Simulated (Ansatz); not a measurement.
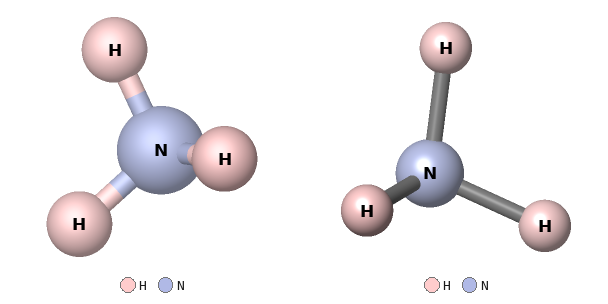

Both panels show the same species.

> Count the atoms of each element.

NH3, 4 atoms: 1 nitrogen and 3 hydrogen.

> How many bonds of each kind are drawn?

3 N–H. Sticks follow a distance rule.

The parts below concern this one geometry. Atoms keep their numbers from picture to picture. The computed structure is the end point of a PBE0-D4/def2-TZVP optimisation.

**Geometry**

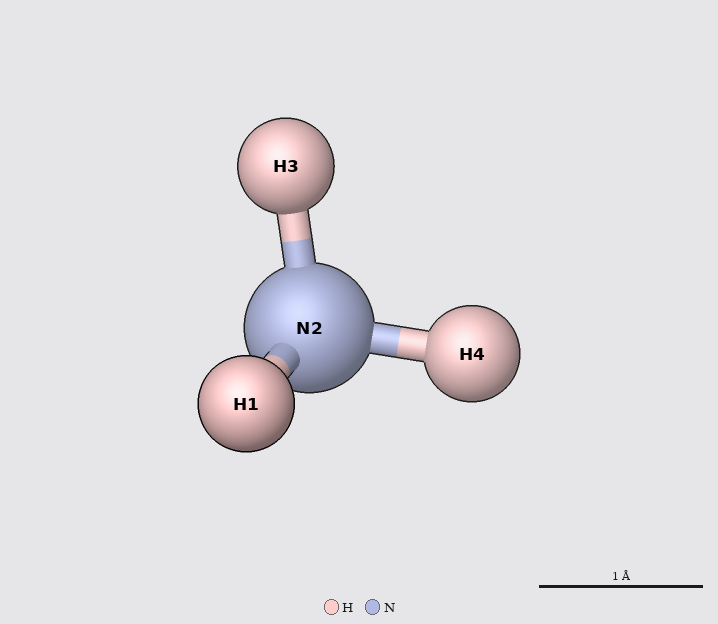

Estimate the angles H1–N2–H3.

| angle | degrees |
| --- | --- |
| H1–N2–H3 | 107.1 |

**Vibrations**

Harmonic vibrations computed with RKS PBE0-D4/def2-TZVP (Ansatz 0.2.0) at a stationary point of the same level.

> How many vibrational modes are there, and where do they lie?

6 modes: 1031, 1670, 1670, 3502, 3631, 3631 cm⁻¹.

**Electronic properties**

Level of theory: RKS PBE0-D4/def2-TZVPP (Ansatz 0.2.0).

Predict the main results.

- HOMO energy (Kohn–Sham orbital): −7.58 eV
- LUMO energy (Kohn–Sham orbital): 1.03 eV
- HOMO–LUMO gap: 8.62 eV

**Charges**

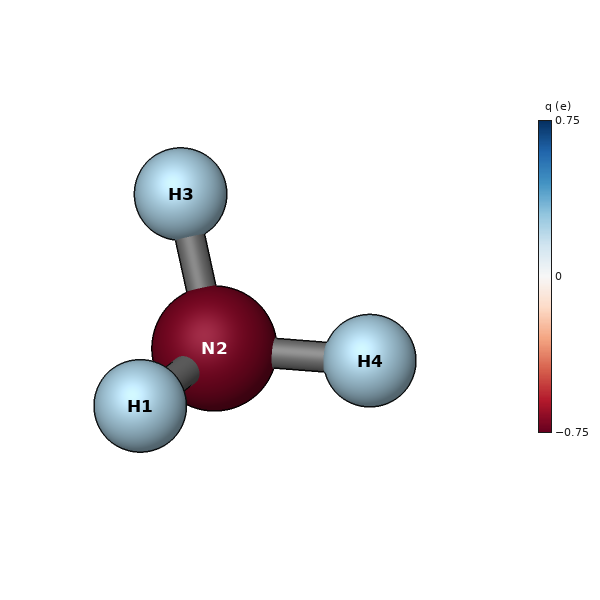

Atoms are coloured by their Mulliken charges. Level of theory: RKS PBE0-D4/def2-TZVP (Ansatz 0.2.0).

Give the Mulliken charges atom by atom.

```json
{"atom": "H1", "value (e)": "0.23"}
{"atom": "N2", "value (e)": "−0.70"}
{"atom": "H3", "value (e)": "0.23"}
{"atom": "H4", "value (e)": "0.23"}
```

Mulliken values depend strongly on the basis set and can even reverse the polarity of a bond.
